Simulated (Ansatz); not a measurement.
# One shape, several levels: NBrO (nitrosyl bromide)

Aim: a comparison of 6 runs (HF/STO-3G, B2PLYP/def2-TZVP, BLYP/def2-TZVP, PBE-QIDH/def2-TZVP, MP2/def2-TZVP, CCSD/def2-TZVP) of NBrO (nitrosyl bromide). 

The calculation is run with Ansatz 0.2.0.

48 further runs of the same task are left out: 48 set aside as unsound or not needed.

## 1. The structure to begin with

NBrO: 3 atoms, total charge 0, spin state singlet. As SMILES, `O=NBr`. The N2–Br3 distance was set to 3.175 Å, away from the relaxed value. At this shape a bond of the SMILES string is far longer than usual.

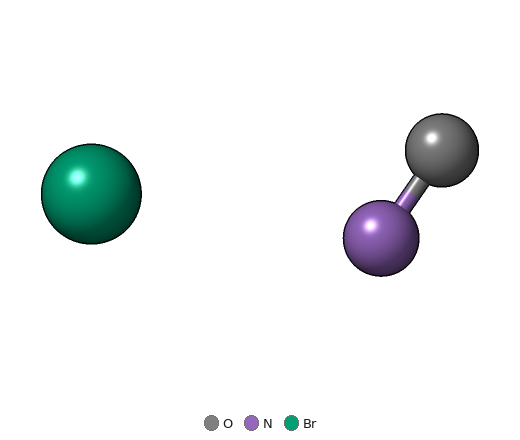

The structure, seen from a chosen angle (oxygen grey, nitrogen purple, bromine teal).

## 2. A single-point energy at HF/STO-3G (run 1)

molecule.yaml

```yaml
crystal:
  periodic: [false, false, false]
  atoms:
    - {symbol: O, position_ang: [1.367741, -1.606704, 0.579863]}
    - {symbol: "N", position_ang: [0.381021, -1.596384, 0.038403]}
    - {symbol: Br, position_ang: [-0.896840, 1.283280, -0.355590]}
basis:
  gaussian:
    orbitals: STO-3G
hamiltonian:
  xc: hf
accuracy: high
output:
  orbitals: {seedname: orbitals}
total_charge: 0
```

The run is started by

```bash
$ ansatz run molecule.yaml --threads 1 --pin off --max-ram 3480MiB --events-out events.jsonl --progress --plain --runs-dir runs
```

The log of the run:

```text
Warning: RAYON_NUM_THREADS=1 ignored (pool sized by the plan → 1); use --threads N
Functional definition: HF
  name "HF"
  exchange = exact_x
  correlation = 0
365 factors; integrals over basis functions are off by at most 3.3e-8 eV
mean field evaluation 1: about -72705.8350 eV, gradient 8.0e0 eV
mean field evaluation 2: about -72705.8542 eV, gradient 8.1e0 eV
mean field evaluation 4: about -72706.7712 eV, gradient 8.2e0 eV
mean field evaluation 8: about -72707.1172 eV, gradient 7.4e0 eV
mean field evaluation 16: about -72709.1066 eV, gradient 4.3e-4 eV
mean field evaluation 32: about -72708.9887 eV, gradient 3.3e0 eV
mean field -72709.10659119 eV, -2672.0103832235 hartree, gradient 2.9e-8 eV, S^2 0.000000; 1 other end points of the search recorded, 0 dependent functions left out
reference -72709.10659119 eV, -2672.0103832235 hartree; 25, 25 occupied and 3, 3 virtual orbitals, 365 factors
Total energy: -72709.10659119 eV, -2672.0103832235 hartree
```

It took 0.26 s on 1 thread of Arm Neoverse V1, shared host.

## 3. A single-point energy at B2PLYP/def2-TZVP (run 2)

input.yaml

```yaml
crystal:
  periodic: [false, false, false]
  atoms:
    - symbol: O
      position_ang: [1.367741, -1.606704, 0.579863]
    - symbol: "N"
      position_ang: [0.381021, -1.596384, 0.038403]
    - symbol: Br
      position_ang: [-0.896840, 1.283280, -0.355590]
basis:
  gaussian: {orbitals: def2-TZVP}
hamiltonian: {xc: {name: B2PLYP}}
correlation: {frozen_orbitals: {Br: 9, "N": 1, O: 1}}
accuracy: high
output: {orbitals: {seedname: orbitals}}
```

The run is started by

```bash
$ ansatz run input.yaml --threads 1 --pin off --max-ram 3480MiB --events-out events.jsonl --progress --plain --runs-dir runs
```

The log of the run (excerpt; [...] marks lines left out):

```text
Warning: RAYON_NUM_THREADS=1 ignored (pool sized by the plan → 1); use --threads N
Functional definition: B2PLYP
  name "B2PLYP"
[...]
1541 factors; integrals over basis functions are off by at most 3.3e-8 eV
[...]
mean field -73561.87809929 eV, -2703.3491581172 hartree, gradient 9.7e-8 eV, S^2 0.000000; 3 other end points of the search recorded, 0 dependent functions left out; unrestricted orbitals would lower it
11 core orbitals not correlated: weight in the atoms' cores, before any rotation towards them, 1.000 or more for the frozen orbitals, at most 0.000 for the correlated occupied ones
reference -73561.87811892 eV, -2703.3491588386 hartree; 14, 14 occupied and 85, 85 virtual orbitals, 1541 factors
second order -25.43188041 eV of doubles, -0.00000000 eV of singles
Total energy: -73568.74472663 eV, -2703.6015020176 hartree
```

Wall time 15 s (1 thread of Arm Neoverse V1, shared host); peak memory 0.34 GiB.

Runs 3 to 5 aren't shown in full; the table further down has their settings and results.

## 4. A single-point energy at CCSD/def2-TZVP (run 6)

molecule.yaml

```yaml
crystal:
  periodic: [false, false, false]
  atoms:
    - symbol: O
      position_ang: [1.367741, -1.606704, 0.579863]
    - symbol: N
      position_ang: [0.381021, -1.596384, 0.038403]
    - symbol: Br
      position_ang: [-0.896840, 1.283280, -0.355590]
basis:
  gaussian:
    orbitals: def2-TZVP
correlation:
  method: ccsd
  frozen_orbitals: {Br: 9, "N": 1, O: 1}
accuracy: high
scf:
  omitted_lower_state_checks: [cluster_reference, increment]
```

The run is started by

```bash
$ ansatz run molecule.yaml --threads 1 --pin off --max-ram 3480MiB --events-out events.jsonl --progress --plain --runs-dir runs
```

The log of the run:

```text
Warning: RAYON_NUM_THREADS=1 ignored (pool sized by the plan → 1); use --threads N
[... 12 lines left out ...]
11 core orbitals not correlated: weight in the atoms' cores, before any rotation towards them, 1.000 or more for the frozen orbitals, at most 0.000 for the correlated occupied ones
[... 45 lines left out ...]
WARN: these amplitudes may be one of several solutions (largest doubles amplitude 0.29, level shift 1.04 eV)
Total energy: -73534.32803055 eV, -2702.3367117650 hartree
Checks for a lower state left out: cluster_reference, increment
```

Wall time 25 s (1 thread of Arm Neoverse V1, shared host); peak memory 0.57 GiB.

## 5. Overview of the runs

| run | level | frozen core orbitals | energy (Eh) | HOMO energy (eV) | LUMO energy (eV) | HOMO–LUMO gap (eV) | wall time |
| --- | --- | --- | --- | --- | --- | --- | --- |
| 1 | HF/STO-3G | – | -2672.010383 | -5.18 | 0.39 | 5.57 | 0.26 s |
| 2 | B2PLYP/def2-TZVP | 11 | -2703.601502 | -8.00 | -4.29 | 3.71 | 15 s |
| 3 | BLYP/def2-TZVP | – | -2704.108805 | -6.02 | -5.84 | 0.18 | 20 s |
| 4 | PBE-QIDH/def2-TZVP | 11 | -2703.276592 | -8.57 | -3.92 | 4.65 | 11 s |
| 5 | MP2/def2-TZVP | 11 | -2702.345947 | – | – | – | 9 s |
| 6 | CCSD/def2-TZVP | 11 | -2702.336712 | – | – | – | 25 s |

## 6. Outcome

| quantity | value |
| --- | --- |
| run 6: total energy | -2702.33671 Eh |
| run 6: correlation energy (11 core orbitals frozen) | -721.3 mEh |
| run 6: T1 diagnostic | 0.047 |

What this shows: Over runs 1, 2, 3, 4 the HOMO–LUMO gap runs from 0.18 eV (BLYP/def2-TZVP) to 5.57 eV (HF/STO-3G). The two ends differ in method and basis. Totals of different functionals can't be ranked against each other. In run 6 the T1 diagnostic is large, so a single reference may not serve. In runs 2, 4, 5, 6 the log says that unrestricted orbitals would lower the reference, so the values rest on an unstable closed-shell determinant (other closed-shell runs at this shape may share the fault). In run 1 the basis is minimal, so the values are rough. All runs together took 80 s, the longest 25 s.
